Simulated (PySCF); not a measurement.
In(H)2(OH)(MeCN), C₂H₆InNO, singlet, B3LYP/def2-SVP optimised geometry. Atoms within 1.6 Å of the plane z = 0.0 Å (x, y, z in Å): In1 (-0.29, -1.17, 0.00), H2 (-1.44, -1.65, 1.20), H3 (1.44, -1.17, 0.00), C7 (-1.19, 1.65, -0.99), N8 (-0.71, 1.29, 0.00).

Computed with PySCF 2.14.0 with B3LYP/def2-TZVP, def2 effective core potentials past Kr. The core electrons that the potentials of In replace are not part of the density. Cells within 0.4 Å of a nucleus heavier than hydrogen are left out (blank, or x).

Map of the log10 of the electron density (e/bohr³), floored at −4 on the plane z = 0.0 Å:

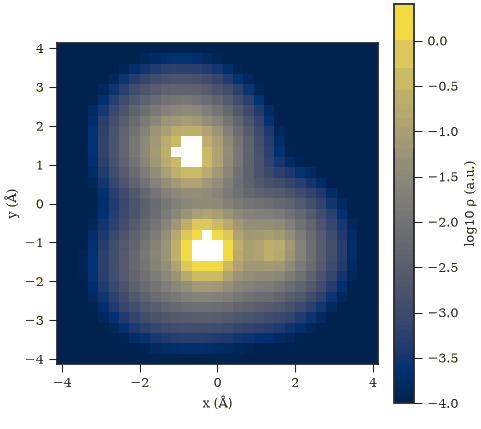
Figure: Log10 of the electron density (e/bohr³), floored at −4 on the plane z = 0.0 Å.
